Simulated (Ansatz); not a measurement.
# Molecular dynamics, with input and output: WH2ClOF3 (part 1 of 3)

System: WH2ClOF3.
Method: RHF/def2-SVP (Ansatz 0.2.0).

It belongs to a series of runs on one base structure; here: dynamics from the start. Figures and captions count atoms from 1; the log counts them from 0 in places.

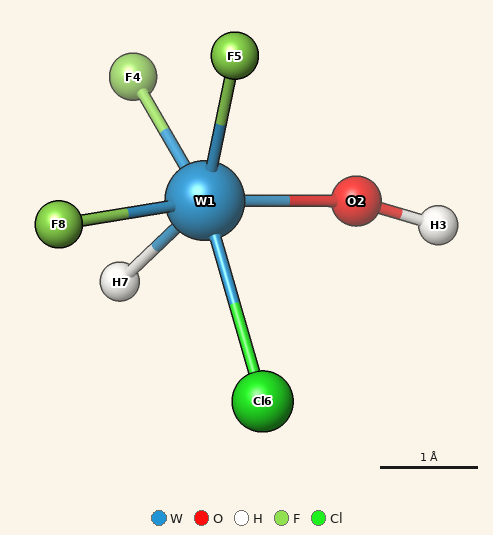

Fig. 1: The input geometry (ball-and-stick view, seen at a tilt; atoms are numbered from 1 in the order of the input). Sticks mark near contacts. Bond lengths as drawn: Cl–W 2.31 Å, F–W 1.84 to 1.87 Å, H–O 0.95 Å, H–W 1.68 Å and O–W 1.80 Å.

### Key numbers

```json
{"quantity": "outcome", "value": "finished"}
{"quantity": "mean temperature over the second half", "value": "179 K"}
{"quantity": "trajectory", "value": "250 steps, 125 fs"}
{"quantity": "ensemble", "value": "nvt_nose_hoover"}
{"quantity": "temperature in the input", "value": "300.0 K"}
{"quantity": "time step", "value": "0.5 fs"}
{"quantity": "potential energy (last step)", "value": "−24487.0810 eV"}
{"quantity": "mean-field energy (last step)", "value": "−24487.0810 eV"}
{"quantity": "largest force (length of the vector) (last step)", "value": "2.465 eV/Å"}
{"quantity": "hardware", "value": "2 threads of AMD EPYC (Zen 3), 192 GiB of memory available, shared host"}
{"quantity": "wall time", "value": "8.8 min (CPU time 17 min)"}
{"quantity": "peak memory", "value": "0.28 GiB"}
```

### Notes

So short a trajectory is not equilibrated. The temperature stays far from the 300 K of the thermostat over the second half: the run isn't equilibrated.

### The input
```yaml
crystal:
  periodic: [false, false, false]
  atoms:
    - { symbol: W, position_ang: [-0.123315, 0.088627, 0.022567] }
    - { symbol: O, position_ang: [-0.314094, -0.015429, 1.812501] }
    - { symbol: H, position_ang: [-0.678401, -0.124288, 2.678451] }
    - { symbol: F, position_ang: [1.719044, -0.162716, 0.120166] }
    - { symbol: F, position_ang: [0.378194, 1.889396, -0.094991] }
    - { symbol: Cl, position_ang: [-2.367287, -0.428554, -0.126886] }
    - { symbol: H, position_ang: [0.150747, -1.546907, -0.22828] }
    - { symbol: F, position_ang: [-0.214388, 0.14847, -1.816428] }
basis:
  gaussian: { orbitals: def2-SVP }
hamiltonian:
  xc: hf
md:
  timestep: 0.5
  n_steps: 250
  ensemble: nvt_nose_hoover
  temperature: 300.0
  initial_velocities: maxwell_boltzmann
  seed: 433895
```

Run as:
```bash
ansatz run input.yaml --threads 2 --pin off --max-ram 3072MiB --backend cpu --events-out ev --progress --plain --runs-dir out
```

### Output
```
Engine: ansatz 0.2.0, x86_64-unknown-linux-gnu
Functional definition: HF
  exchange = exact_x
  correlation = 0
1193 factors; integrals over basis functions are off by at most 3.0e-4 eV
mean field evaluation 1: about -24477.6420 eV, gradient 6.9e1 eV
mean field evaluation 2: about -24477.8759 eV, gradient 7.0e1 eV
mean field evaluation 4: about -24487.1498 eV, gradient 4.4e0 eV
mean field evaluation 8: about -24487.2615 eV, gradient 7.6e-1 eV
mean field evaluation 16: about -24487.2652 eV, gradient 2.4e-5 eV
mean field -24487.26518871 eV, -899.8903976207 hartree, gradient 2.4e-5 eV, S^2 0.000000; 0 other end points of the search recorded, 0 dependent functions left out
the calculation of the forces begins
reference -24487.26518871 eV, -899.8903976207 hartree; 34, 34 occupied and 82, 82 virtual orbitals, 1193 factors
md step     0: t =     0.00 fs  T =   300.0 K  F+E_penalty+E_count = -24487.26518871 eV  E_kin = 0.232668 eV  conserved = -24487.03252071 eV  (44 SCF iters)
these checks for a lower state are left out or cut short: starts, cluster_reference, orbital_swaps, neighbouring_geometries, increment
1193 factors; integrals over basis functions are off by at most 3.0e-4 eV
mean field -24487.25788697 eV, -899.8901292865 hartree, gradient 2.2e-5 eV, S^2 0.000000; 0 other end points of the search recorded, 0 dependent functions left out
the calculation of the forces begins
reference -24487.25788697 eV, -899.8901292865 hartree; 34, 34 occupied and 82, 82 virtual orbitals, 1193 factors
md step     1: t =     0.50 fs  T =   290.8 K  F+E_penalty+E_count = -24487.25788697 eV  E_kin = 0.225570 eV  conserved = -24487.03231692 eV  (46 SCF iters)
[... from here on the SCF iterations and repeated set-up lines of each step are left out, up to the last step ...]
md step     2: t =     1.00 fs  T =   268.2 K  F+E_penalty+E_count = -24487.23965276 eV  E_kin = 0.208007 eV  conserved = -24487.03164660 eV  (45 SCF iters)
md step     3: t =     1.50 fs  T =   244.9 K  F+E_penalty+E_count = -24487.22086990 eV  E_kin = 0.189932 eV  conserved = -24487.03093969 eV  (45 SCF iters)
md step     4: t =     2.00 fs  T =   234.0 K  F+E_penalty+E_count = -24487.21221414 eV  E_kin = 0.181470 eV  conserved = -24487.03074946 eV  (46 SCF iters)
md step     5: t =     2.50 fs  T =   239.0 K  F+E_penalty+E_count = -24487.21656277 eV  E_kin = 0.185366 eV  conserved = -24487.03120650 eV  (46 SCF iters)
md step     6: t =     3.00 fs  T =   251.7 K  F+E_penalty+E_count = -24487.22710588 eV  E_kin = 0.195242 eV  conserved = -24487.03188080 eV  (47 SCF iters)
md step     7: t =     3.50 fs  T =   259.6 K  F+E_penalty+E_count = -24487.23355474 eV  E_kin = 0.201334 eV  conserved = -24487.03224609 eV  (46 SCF iters)
md step     8: t =     4.00 fs  T =   255.2 K  F+E_penalty+E_count = -24487.22999908 eV  E_kin = 0.197912 eV  conserved = -24487.03212334 eV  (46 SCF iters)
md step     9: t =     4.50 fs  T =   240.2 K  F+E_penalty+E_count = -24487.21790846 eV  E_kin = 0.186274 eV  conserved = -24487.03168236 eV  (45 SCF iters)
md step    10: t =     5.00 fs  T =   222.7 K  F+E_penalty+E_count = -24487.20383813 eV  E_kin = 0.172692 eV  conserved = -24487.03120638 eV  (46 SCF iters)
md step    11: t =     5.50 fs  T =   211.8 K  F+E_penalty+E_count = -24487.19511852 eV  E_kin = 0.164275 eV  conserved = -24487.03091758 eV  (46 SCF iters)
md step    12: t =     6.00 fs  T =   213.3 K  F+E_penalty+E_count = -24487.19627558 eV  E_kin = 0.165439 eV  conserved = -24487.03092691 eV  (46 SCF iters)
md step    13: t =     6.50 fs  T =   227.0 K  F+E_penalty+E_count = -24487.20716516 eV  E_kin = 0.176034 eV  conserved = -24487.03124025 eV  (45 SCF iters)
md step    14: t =     7.00 fs  T =   246.6 K  F+E_penalty+E_count = -24487.22286733 eV  E_kin = 0.191239 eV  conserved = -24487.03176058 eV  (46 SCF iters)
md step    15: t =     7.50 fs  T =   262.0 K  F+E_penalty+E_count = -24487.23532029 eV  E_kin = 0.203198 eV  conserved = -24487.03228030 eV  (45 SCF iters)
md step    16: t =     8.00 fs  T =   263.5 K  F+E_penalty+E_count = -24487.23670680 eV  E_kin = 0.204383 eV  conserved = -24487.03251027 eV  (46 SCF iters)
md step    17: t =     8.50 fs  T =   247.5 K  F+E_penalty+E_count = -24487.22392460 eV  E_kin = 0.191915 eV  conserved = -24487.03222472 eV  (46 SCF iters)
md step    18: t =     9.00 fs  T =   219.9 K  F+E_penalty+E_count = -24487.20178904 eV  E_kin = 0.170528 eV  conserved = -24487.03150442 eV  (45 SCF iters)
md step    19: t =     9.50 fs  T =   194.6 K  F+E_penalty+E_count = -24487.18146254 eV  E_kin = 0.150903 eV  conserved = -24487.03082920 eV  (70 SCF iters)
md step    20: t =    10.00 fs  T =   184.0 K  F+E_penalty+E_count = -24487.17317099 eV  E_kin = 0.142740 eV  conserved = -24487.03072862 eV  (46 SCF iters)
md step    21: t =    10.50 fs  T =   190.3 K  F+E_penalty+E_count = -24487.17848295 eV  E_kin = 0.147563 eV  conserved = -24487.03124660 eV  (46 SCF iters)
md step    22: t =    11.00 fs  T =   203.9 K  F+E_penalty+E_count = -24487.18965789 eV  E_kin = 0.158114 eV  conserved = -24487.03190507 eV  (45 SCF iters)
md step    23: t =    11.50 fs  T =   212.4 K  F+E_penalty+E_count = -24487.19656904 eV  E_kin = 0.164754 eV  conserved = -24487.03221437 eV  (45 SCF iters)
md step    24: t =    12.00 fs  T =   209.5 K  F+E_penalty+E_count = -24487.19408394 eV  E_kin = 0.162467 eV  conserved = -24487.03205815 eV  (45 SCF iters)
md step    25: t =    12.50 fs  T =   197.3 K  F+E_penalty+E_count = -24487.18415941 eV  E_kin = 0.153009 eV  conserved = -24487.03163377 eV  (46 SCF iters)
md step    26: t =    13.00 fs  T =   183.6 K  F+E_penalty+E_count = -24487.17309889 eV  E_kin = 0.142412 eV  conserved = -24487.03121253 eV  (44 SCF iters)
md step    27: t =    13.50 fs  T =   176.6 K  F+E_penalty+E_count = -24487.16738134 eV  E_kin = 0.136961 eV  conserved = -24487.03098911 eV  (44 SCF iters)
md step    28: t =    14.00 fs  T =   180.6 K  F+E_penalty+E_count = -24487.17049041 eV  E_kin = 0.140055 eV  conserved = -24487.03104930 eV  (45 SCF iters)
md step    29: t =    14.50 fs  T =   194.4 K  F+E_penalty+E_count = -24487.18145010 eV  E_kin = 0.150733 eV  conserved = -24487.03138131 eV  (45 SCF iters)
md step    30: t =    15.00 fs  T =   211.3 K  F+E_penalty+E_count = -24487.19501859 eV  E_kin = 0.163864 eV  conserved = -24487.03187593 eV  (45 SCF iters)
md step    31: t =    15.50 fs  T =   221.8 K  F+E_penalty+E_count = -24487.20353223 eV  E_kin = 0.171999 eV  conserved = -24487.03231812 eV  (45 SCF iters)
md step    32: t =    16.00 fs  T =   217.7 K  F+E_penalty+E_count = -24487.20039316 eV  E_kin = 0.168817 eV  conserved = -24487.03242837 eV  (45 SCF iters)
md step    33: t =    16.50 fs  T =   197.6 K  F+E_penalty+E_count = -24487.18435037 eV  E_kin = 0.153243 eV  conserved = -24487.03202561 eV  (45 SCF iters)
md step    34: t =    17.00 fs  T =   169.8 K  F+E_penalty+E_count = -24487.16197116 eV  E_kin = 0.131682 eV  conserved = -24487.03126780 eV  (45 SCF iters)
md step    35: t =    17.50 fs  T =   148.6 K  F+E_penalty+E_count = -24487.14492549 eV  E_kin = 0.115279 eV  conserved = -24487.03068021 eV  (46 SCF iters)
md step    36: t =    18.00 fs  T =   145.0 K  F+E_penalty+E_count = -24487.14208455 eV  E_kin = 0.112436 eV  conserved = -24487.03073621 eV  (46 SCF iters)
md step    37: t =    18.50 fs  T =   157.9 K  F+E_penalty+E_count = -24487.15264231 eV  E_kin = 0.122426 eV  conserved = -24487.03136210 eV  (46 SCF iters)
md step    38: t =    19.00 fs  T =   175.8 K  F+E_penalty+E_count = -24487.16716006 eV  E_kin = 0.136350 eV  conserved = -24487.03202326 eV  (46 SCF iters)
md step    39: t =    19.50 fs  T =   186.2 K  F+E_penalty+E_count = -24487.17535895 eV  E_kin = 0.144380 eV  conserved = -24487.03226893 eV  (46 SCF iters)
md step    40: t =    20.00 fs  T =   183.5 K  F+E_penalty+E_count = -24487.17300261 eV  E_kin = 0.142326 eV  conserved = -24487.03204747 eV  (46 SCF iters)
md step    41: t =    20.50 fs  T =   171.4 K  F+E_penalty+E_count = -24487.16304322 eV  E_kin = 0.132904 eV  conserved = -24487.03159013 eV  (46 SCF iters)
md step    42: t =    21.00 fs  T =   158.2 K  F+E_penalty+E_count = -24487.15232363 eV  E_kin = 0.122681 eV  conserved = -24487.03117127 eV  (47 SCF iters)
md step    43: t =    21.50 fs  T =   152.1 K  F+E_penalty+E_count = -24487.14732033 eV  E_kin = 0.117949 eV  conserved = -24487.03097601 eV  (47 SCF iters)
md step    44: t =    22.00 fs  T =   156.9 K  F+E_penalty+E_count = -24487.15110873 eV  E_kin = 0.121713 eV  conserved = -24487.03107836 eV  (47 SCF iters)
md step    45: t =    22.50 fs  T =   170.7 K  F+E_penalty+E_count = -24487.16210232 eV  E_kin = 0.132421 eV  conserved = -24487.03145020 eV  (45 SCF iters)
md step    46: t =    23.00 fs  T =   186.2 K  F+E_penalty+E_count = -24487.17451890 eV  E_kin = 0.144426 eV  conserved = -24487.03195953 eV  (45 SCF iters)
md step    47: t =    23.50 fs  T =   193.7 K  F+E_penalty+E_count = -24487.18058317 eV  E_kin = 0.150188 eV  conserved = -24487.03236722 eV  (45 SCF iters)
md step    48: t =    24.00 fs  T =   185.7 K  F+E_penalty+E_count = -24487.17436082 eV  E_kin = 0.144054 eV  conserved = -24487.03238783 eV  (45 SCF iters)
md step    49: t =    24.50 fs  T =   162.9 K  F+E_penalty+E_count = -24487.15606925 eV  E_kin = 0.126373 eV  conserved = -24487.03188029 eV  (45 SCF iters)
md step    50: t =    25.00 fs  T =   135.5 K  F+E_penalty+E_count = -24487.13389692 eV  E_kin = 0.105090 eV  conserved = -24487.03108208 eV  (88 SCF iters)
md step    51: t =    25.50 fs  T =   118.5 K  F+E_penalty+E_count = -24487.12010965 eV  E_kin = 0.091898 eV  conserved = -24487.03056693 eV  (46 SCF iters)
md step    52: t =    26.00 fs  T =   121.4 K  F+E_penalty+E_count = -24487.12248991 eV  E_kin = 0.094169 eV  conserved = -24487.03075399 eV  (46 SCF iters)
md step    53: t =    26.50 fs  T =   140.9 K  F+E_penalty+E_count = -24487.13825603 eV  E_kin = 0.109315 eV  conserved = -24487.03146362 eV  (46 SCF iters)
md step    54: t =    27.00 fs  T =   163.9 K  F+E_penalty+E_count = -24487.15663239 eV  E_kin = 0.127140 eV  conserved = -24487.03212131 eV  (46 SCF iters)
md step    55: t =    27.50 fs  T =   177.6 K  F+E_penalty+E_count = -24487.16727419 eV  E_kin = 0.137706 eV  conserved = -24487.03232051 eV  (45 SCF iters)
md step    56: t =    28.00 fs  T =   177.2 K  F+E_penalty+E_count = -24487.16657184 eV  E_kin = 0.137391 eV  conserved = -24487.03206351 eV  (45 SCF iters)
md step    57: t =    28.50 fs  T =   166.9 K  F+E_penalty+E_count = -24487.15799778 eV  E_kin = 0.129411 eV  conserved = -24487.03159863 eV  (45 SCF iters)
md step    58: t =    29.00 fs  T =   155.3 K  F+E_penalty+E_count = -24487.14850572 eV  E_kin = 0.120453 eV  conserved = -24487.03118891 eV  (45 SCF iters)
md step    59: t =    29.50 fs  T =   150.4 K  F+E_penalty+E_count = -24487.14440576 eV  E_kin = 0.116658 eV  conserved = -24487.03100398 eV  (46 SCF iters)
md step    60: t =    30.00 fs  T =   155.8 K  F+E_penalty+E_count = -24487.14856544 eV  E_kin = 0.120838 eV  conserved = -24487.03110801 eV  (46 SCF iters)
md step    61: t =    30.50 fs  T =   169.4 K  F+E_penalty+E_count = -24487.15931798 eV  E_kin = 0.131366 eV  conserved = -24487.03146768 eV  (46 SCF iters)
md step    62: t =    31.00 fs  T =   184.1 K  F+E_penalty+E_count = -24487.17104014 eV  E_kin = 0.142762 eV  conserved = -24487.03194401 eV  (47 SCF iters)
md step    63: t =    31.50 fs  T =   190.8 K  F+E_penalty+E_count = -24487.17647452 eV  E_kin = 0.148011 eV  conserved = -24487.03229105 eV  (46 SCF iters)
md step    64: t =    32.00 fs  T =   183.6 K  F+E_penalty+E_count = -24487.17064038 eV  E_kin = 0.142398 eV  conserved = -24487.03223450 eV  (46 SCF iters)
md step    65: t =    32.50 fs  T =   164.3 K  F+E_penalty+E_count = -24487.15492399 eV  E_kin = 0.127392 eV  conserved = -24487.03168071 eV  (46 SCF iters)
md step    66: t =    33.00 fs  T =   143.8 K  F+E_penalty+E_count = -24487.13815044 eV  E_kin = 0.111509 eV  conserved = -24487.03093101 eV  (46 SCF iters)
md step    67: t =    33.50 fs  T =   136.2 K  F+E_penalty+E_count = -24487.13177901 eV  E_kin = 0.105637 eV  conserved = -24487.03056256 eV  (47 SCF iters)
md step    68: t =    34.00 fs  T =   148.3 K  F+E_penalty+E_count = -24487.14135276 eV  E_kin = 0.115012 eV  conserved = -24487.03089825 eV  (48 SCF iters)
md step    69: t =    34.50 fs  T =   173.9 K  F+E_penalty+E_count = -24487.16182644 eV  E_kin = 0.134889 eV  conserved = -24487.03165257 eV  (47 SCF iters)
md step    70: t =    35.00 fs  T =   199.0 K  F+E_penalty+E_count = -24487.18167560 eV  E_kin = 0.154333 eV  conserved = -24487.03224453 eV  (48 SCF iters)
md step    71: t =    35.50 fs  T =   211.8 K  F+E_penalty+E_count = -24487.19147527 eV  E_kin = 0.164244 eV  conserved = -24487.03234176 eV  (47 SCF iters)
md step    72: t =    36.00 fs  T =   209.5 K  F+E_penalty+E_count = -24487.18916299 eV  E_kin = 0.162475 eV  conserved = -24487.03201426 eV  (47 SCF iters)
md step    73: t =    36.50 fs  T =   197.7 K  F+E_penalty+E_count = -24487.17935400 eV  E_kin = 0.153360 eV  conserved = -24487.03153188 eV  (47 SCF iters)
md step    74: t =    37.00 fs  T =   185.6 K  F+E_penalty+E_count = -24487.16935516 eV  E_kin = 0.143949 eV  conserved = -24487.03114722 eV  (48 SCF iters)
md step    75: t =    37.50 fs  T =   180.6 K  F+E_penalty+E_count = -24487.16516427 eV  E_kin = 0.140093 eV  conserved = -24487.03100853 eV  (47 SCF iters)
md step    76: t =    38.00 fs  T =   185.6 K  F+E_penalty+E_count = -24487.16899133 eV  E_kin = 0.143969 eV  conserved = -24487.03115889 eV  (46 SCF iters)
md step    77: t =    38.50 fs  T =   197.7 K  F+E_penalty+E_count = -24487.17850620 eV  E_kin = 0.153310 eV  conserved = -24487.03154530 eV  (45 SCF iters)
md step    78: t =    39.00 fs  T =   209.3 K  F+E_penalty+E_count = -24487.18773768 eV  E_kin = 0.162304 eV  conserved = -24487.03201011 eV  (46 SCF iters)
md step    79: t =    39.50 fs  T =   211.7 K  F+E_penalty+E_count = -24487.18968321 eV  E_kin = 0.164202 eV  conserved = -24487.03229713 eV  (46 SCF iters)
md step    80: t =    40.00 fs  T =   200.2 K  F+E_penalty+E_count = -24487.18035402 eV  E_kin = 0.155259 eV  conserved = -24487.03214717 eV  (46 SCF iters)
md step    81: t =    40.50 fs  T =   178.4 K  F+E_penalty+E_count = -24487.16258245 eV  E_kin = 0.138332 eV  conserved = -24487.03152381 eV  (46 SCF iters)
md step    82: t =    41.00 fs  T =   158.4 K  F+E_penalty+E_count = -24487.14620700 eV  E_kin = 0.122879 eV  conserved = -24487.03080035 eV  (46 SCF iters)
md step    83: t =    41.50 fs  T =   153.9 K  F+E_penalty+E_count = -24487.14223620 eV  E_kin = 0.119334 eV  conserved = -24487.03056188 eV  (47 SCF iters)
md step    84: t =    42.00 fs  T =   169.0 K  F+E_penalty+E_count = -24487.15423562 eV  E_kin = 0.131053 eV  conserved = -24487.03104019 eV  (47 SCF iters)
md step    85: t =    42.50 fs  T =   195.0 K  F+E_penalty+E_count = -24487.17498241 eV  E_kin = 0.151217 eV  conserved = -24487.03184894 eV  (47 SCF iters)
md step    86: t =    43.00 fs  T =   216.6 K  F+E_penalty+E_count = -24487.19204591 eV  E_kin = 0.167994 eV  conserved = -24487.03239449 eV  (46 SCF iters)
md step    87: t =    43.50 fs  T =   222.9 K  F+E_penalty+E_count = -24487.19661415 eV  E_kin = 0.172836 eV  conserved = -24487.03240059 eV  (46 SCF iters)
md step    88: t =    44.00 fs  T =   212.6 K  F+E_penalty+E_count = -24487.18797499 eV  E_kin = 0.164887 eV  conserved = -24487.03198973 eV  (46 SCF iters)
md step    89: t =    44.50 fs  T =   193.1 K  F+E_penalty+E_count = -24487.17202427 eV  E_kin = 0.149738 eV  conserved = -24487.03145210 eV  (72 SCF iters)
md step    90: t =    45.00 fs  T =   174.4 K  F+E_penalty+E_count = -24487.15692211 eV  E_kin = 0.135289 eV  conserved = -24487.03104061 eV  (46 SCF iters)
md step    91: t =    45.50 fs  T =   164.8 K  F+E_penalty+E_count = -24487.14905508 eV  E_kin = 0.127788 eV  conserved = -24487.03090040 eV  (46 SCF iters)
md step    92: t =    46.00 fs  T =   166.9 K  F+E_penalty+E_count = -24487.15061479 eV  E_kin = 0.129403 eV  conserved = -24487.03106964 eV  (46 SCF iters)
md step    93: t =    46.50 fs  T =   177.4 K  F+E_penalty+E_count = -24487.15894178 eV  E_kin = 0.137552 eV  conserved = -24487.03148489 eV  (45 SCF iters)
md step    94: t =    47.00 fs  T =   188.2 K  F+E_penalty+E_count = -24487.16761009 eV  E_kin = 0.145991 eV  conserved = -24487.03196907 eV  (45 SCF iters)
md step    95: t =    47.50 fs  T =   190.5 K  F+E_penalty+E_count = -24487.16934219 eV  E_kin = 0.147714 eV  conserved = -24487.03224528 eV  (45 SCF iters)
md step    96: t =    48.00 fs  T =   179.4 K  F+E_penalty+E_count = -24487.16033885 eV  E_kin = 0.139164 eV  conserved = -24487.03205616 eV  (45 SCF iters)
md step    97: t =    48.50 fs  T =   159.5 K  F+E_penalty+E_count = -24487.14400846 eV  E_kin = 0.123726 eV  conserved = -24487.03140853 eV  (45 SCF iters)
md step    98: t =    49.00 fs  T =   143.3 K  F+E_penalty+E_count = -24487.13048758 eV  E_kin = 0.111105 eV  conserved = -24487.03073123 eV  (45 SCF iters)
md step    99: t =    49.50 fs  T =   143.1 K  F+E_penalty+E_count = -24487.13003321 eV  E_kin = 0.110994 eV  conserved = -24487.03060141 eV  (46 SCF iters)
md step   100: t =    50.00 fs  T =   161.4 K  F+E_penalty+E_count = -24487.14457143 eV  E_kin = 0.125200 eV  conserved = -24487.03116423 eV  (46 SCF iters)
md step   101: t =    50.50 fs  T =   187.9 K  F+E_penalty+E_count = -24487.16560049 eV  E_kin = 0.145697 eV  conserved = -24487.03196457 eV  (46 SCF iters)
md step   102: t =    51.00 fs  T =   207.2 K  F+E_penalty+E_count = -24487.18077652 eV  E_kin = 0.160714 eV  conserved = -24487.03243077 eV  (46 SCF iters)
md step   103: t =    51.50 fs  T =   209.9 K  F+E_penalty+E_count = -24487.18247550 eV  E_kin = 0.162816 eV  conserved = -24487.03235511 eV  (46 SCF iters)
md step   104: t =    52.00 fs  T =   196.5 K  F+E_penalty+E_count = -24487.17128641 eV  E_kin = 0.152399 eV  conserved = -24487.03190434 eV  (45 SCF iters)
md step   105: t =    52.50 fs  T =   175.1 K  F+E_penalty+E_count = -24487.15382063 eV  E_kin = 0.135764 eV  conserved = -24487.03137115 eV  (46 SCF iters)
md step   106: t =    53.00 fs  T =   155.8 K  F+E_penalty+E_count = -24487.13827071 eV  E_kin = 0.120863 eV  conserved = -24487.03099063 eV  (46 SCF iters)
md step   107: t =    53.50 fs  T =   146.4 K  F+E_penalty+E_count = -24487.13061260 eV  E_kin = 0.113555 eV  conserved = -24487.03088919 eV  (45 SCF iters)
md step   108: t =    54.00 fs  T =   148.9 K  F+E_penalty+E_count = -24487.13246978 eV  E_kin = 0.115455 eV  conserved = -24487.03109236 eV  (46 SCF iters)
md step   109: t =    54.50 fs  T =   159.2 K  F+E_penalty+E_count = -24487.14067822 eV  E_kin = 0.123491 eV  conserved = -24487.03152558 eV  (46 SCF iters)
md step   110: t =    55.00 fs  T =   169.2 K  F+E_penalty+E_count = -24487.14856688 eV  E_kin = 0.131188 eV  conserved = -24487.03199847 eV  (46 SCF iters)
md step   111: t =    55.50 fs  T =   169.9 K  F+E_penalty+E_count = -24487.14908141 eV  E_kin = 0.131769 eV  conserved = -24487.03222542 eV  (46 SCF iters)
md step   112: t =    56.00 fs  T =   157.9 K  F+E_penalty+E_count = -24487.13921335 eV  E_kin = 0.122446 eV  conserved = -24487.03196793 eV  (47 SCF iters)
md step   113: t =    56.50 fs  T =   138.7 K  F+E_penalty+E_count = -24487.12338856 eV  E_kin = 0.107559 eV  conserved = -24487.03129446 eV  (46 SCF iters)
md step   114: t =    57.00 fs  T =   125.1 K  F+E_penalty+E_count = -24487.11205294 eV  E_kin = 0.097060 eV  conserved = -24487.03069486 eV  (46 SCF iters)
```
